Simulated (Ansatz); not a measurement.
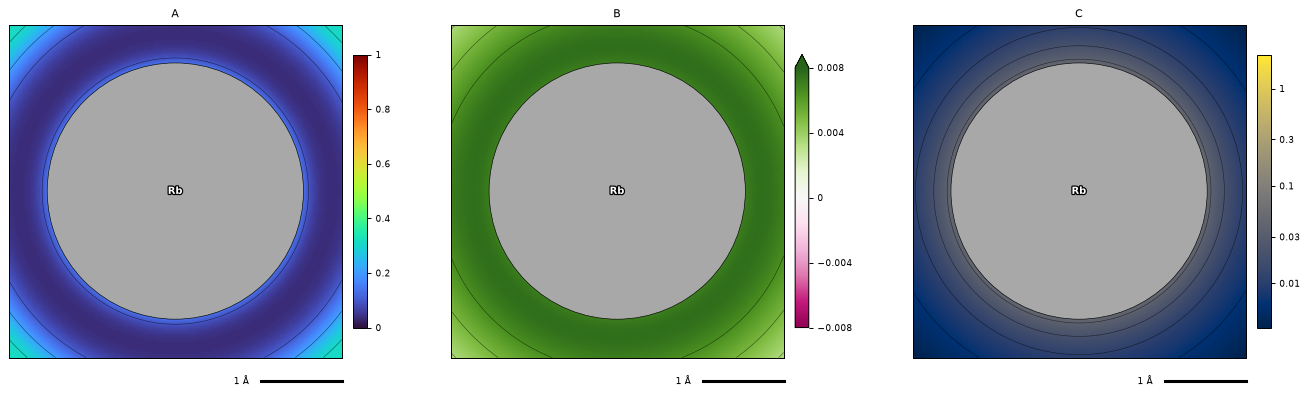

Rb (doublet): 3 fields on a plane that holds the molecular axis, with unlabelled colour scales. Grey discs cover the atomic cores.

Core potentials replace the inner electrons of Rb.

All numbers below come from Hartree-Fock, Gaussian basis def2-TZVPD in Ansatz.

```yaml
atoms:
  - { symbol: Rb, position_ang: [0.0000, 0.0000, 0.0000] }
```

Q: Match the panels to the quantities (electron density, electron localisation function and spin density).

A: Panel A: electron localisation function. Panel B: spin density (confined to the atoms that carry the unpaired spin). Panel C: electron density.
